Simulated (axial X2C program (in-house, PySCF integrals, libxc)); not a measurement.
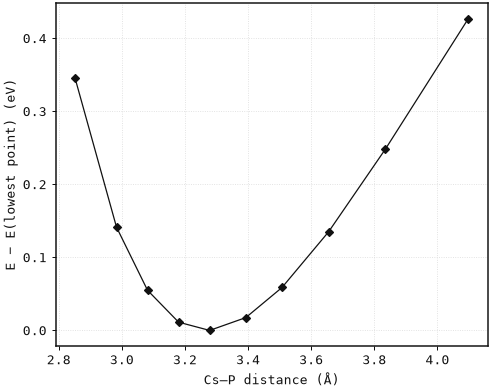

**Figure 1.** Energy at 10 bond lengths, for one set of occupations held fixed; the line joins the points. A polynomial of degree 6 through 9 points gives rₑ = 3.269 Å, ωₑ = 167.5 cm⁻¹, ωₑxₑ = 0.58 cm⁻¹ and Bₑ = 0.06280 cm⁻¹. The minimum lies 1.43 eV below Cs + P, each computed as one determinant at the same level.

**CsP: relativistic diatomic calculation**

- system: CsP, single determinant with Ω = 1.
- method: PBE0, two-component X2C with atomic mean-field Coulomb and Gaunt terms, Cs dyall-cv3z, P dyall-v3z (cores contracted) (axial X2C program (in-house, PySCF integrals, libxc))

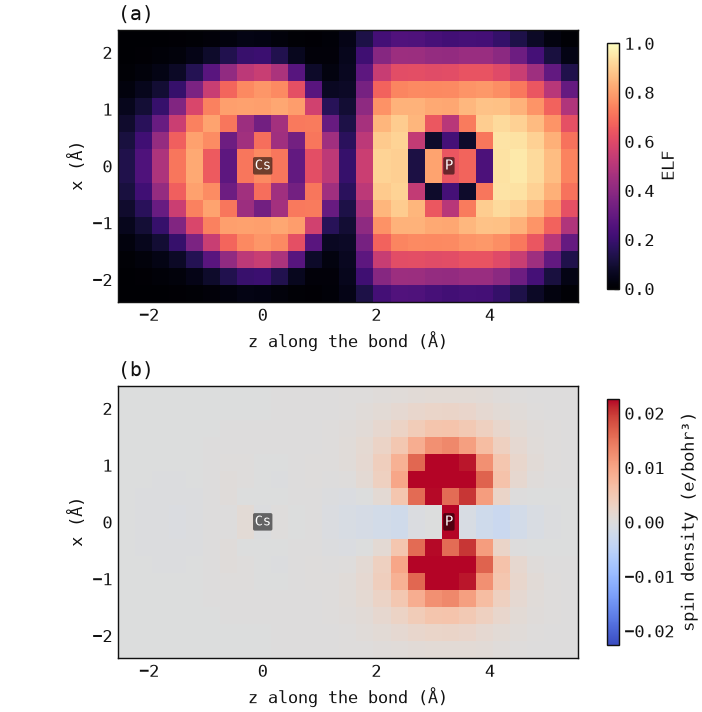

**Figure 2.** (a) electron localisation function; (b) spin density, in a plane that holds the axis, at 3.28 Å, on points 0.3 Å apart (one half computed, the other mirrored); the structure near the nuclei is finer than these points.

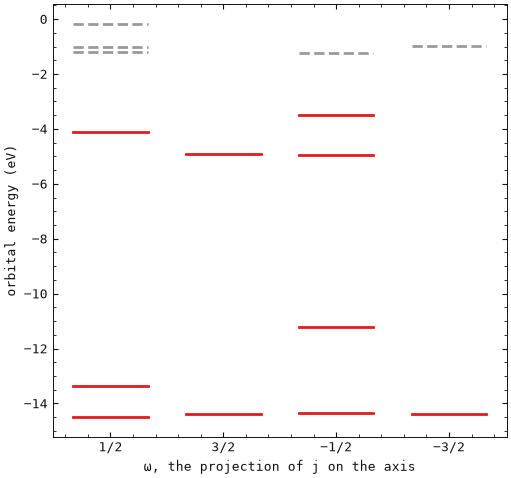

**Figure 3.** Orbital energies near the frontier at 3.28 Å, filled (solid) and empty (dashed). The highest filled spinor (−1/2; 80 % P p, 10 % Cs s) lies at −3.48 eV, the lowest empty one (−1/2; 74 % Cs s, 18 % Cs p) at −1.22 eV.

Input and output of the run follow.

### The input
```
{"zs": [55, 15], "q": 0, "bas": ["dyall-cv3z", "dyall-v3z"], "levels": ["PBE0", "HF", "TPSS"], "cc": true, "r0": 3.11, "thr": -2.0, "nmax": 90, "npts": 10, "nst": 2, "ntry": 6}
```

The line is the task of a batch: nuclear charges, charge, bases, the levels to run, a first guess of the distance and further settings. This report covers PBE0 with spin-orbit coupling. The log is that of the reference distance 3.278 Å, started from orbitals converged before.

The run was one of a batch that the task file lists, launched with:
```bash
python <driver script> task.json out
```

### The program's output
```
two-component X2C + atomic mean field  PBE0
basis functions 188  fitting functions 1005  grid points 5087
iter        total energy     max residual
   1      -8124.590352873     2.13e-05
   2      -8124.590352942     1.46e-05
   3      -8124.590352965     1.16e-05
   4      -8124.590353005     1.97e-06
   5      -8124.590353006     1.35e-06
converged
one-electron -11375.15594702  Coulomb 3339.60057592  exact exchange -53.51040730  xc functional -163.72327250  nuclear repulsion 133.18218396  atomic mean-field constant -4.98348606
```

### The points of the curve

| R (Å) | E (hartree) | dipole (D; origin at the first atom, positive when the second is positive) | highest filled (eV) | lowest empty (eV) |
| --- | --- | --- | --- | --- |
| 2.852 | −8124.577676 | −8.08 | −3.57 | −1.43 |
| 2.983 | −8124.585158 | −8.71 | −3.56 | −1.28 |
| 3.081 | −8124.588334 | −9.15 | −3.54 | −1.18 |
| 3.180 | −8124.589938 | −9.56 | −3.52 | −1.17 |
| 3.278 | −8124.590353 | −9.95 | −3.48 | −1.22 |
| 3.393 | −8124.589708 | −10.37 | −3.44 | −1.28 |
| 3.507 | −8124.588192 | −10.75 | −3.39 | −1.34 |
| 3.655 | −8124.585392 | −11.19 | −3.32 | −1.42 |
| 3.835 | −8124.581224 | −11.59 | −3.24 | −1.50 |
| 4.098 | −8124.574673 | −11.87 | −3.14 | −1.61 |

### Summary

| quantity | value |
| --- | --- |
| outcome | converged |
| bond length rₑ | 3.269 Å |
| ωₑ | 167.5 cm⁻¹ |
| energy at the minimum | −8124.59036 hartree |
| depth below the fragments | 1.43 eV |
| hardware | 1 thread of Arm Neoverse V2, 24 GiB of memory available, shared host |
| wall time | 6.5 s |
